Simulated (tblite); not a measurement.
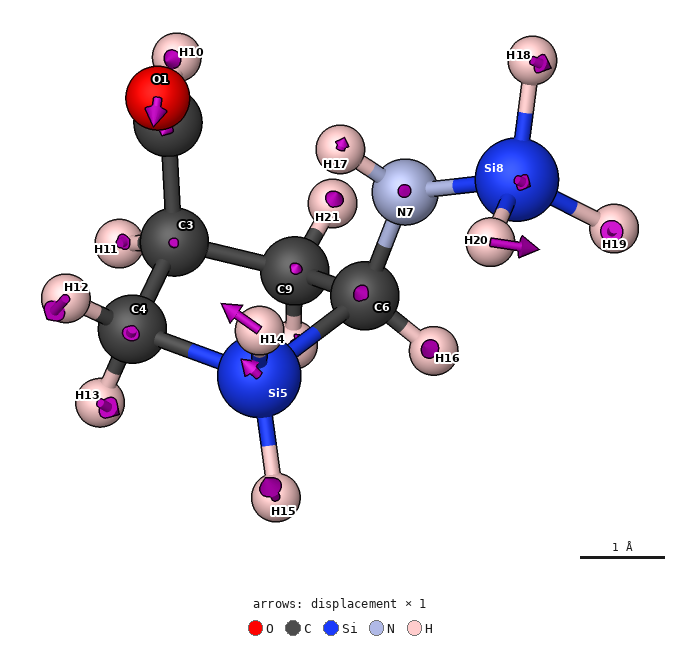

A relaxation of C$_{5}$H$_{13}$NOSi$_{2}$. The starting structure is drawn; purple arrows show the displacements, at their true length. The two geometries are superimposed by the best rigid fit.

Style: ball-and-stick. Shown at a tilt.

All numbers below come from GFN2-xTB geometry optimisation, gas phase in tblite. 

Question: Which element moves most?

Answer: Hydrogen: up to 0.62 Å, against 0.39 Å for oxygen.

Question: What did the optimiser do to the structure, and how much energy did it gain?

Answer: The energy falls by 33.4 kJ/mol in 125 geometry steps. An H atom moves most after the best rigid fit: 0.62 Å. Largest moves by element: H 0.62 Å, O 0.39 Å, Si 0.32 Å, C 0.25 Å, N 0.15 Å. Near-neighbour distances that change, for instance: C–Si 1.977 → 1.928 Å, C–O 1.239 → 1.202 Å, C–C 1.520 → 1.494 Å, C–N 1.474 → 1.449 Å. Bond angles that change, for instance: Si–N–H 106.6° → 117.2°, N–Si–H 107.6° → 115.9°, N–C–H 111.2° → 105.9°.
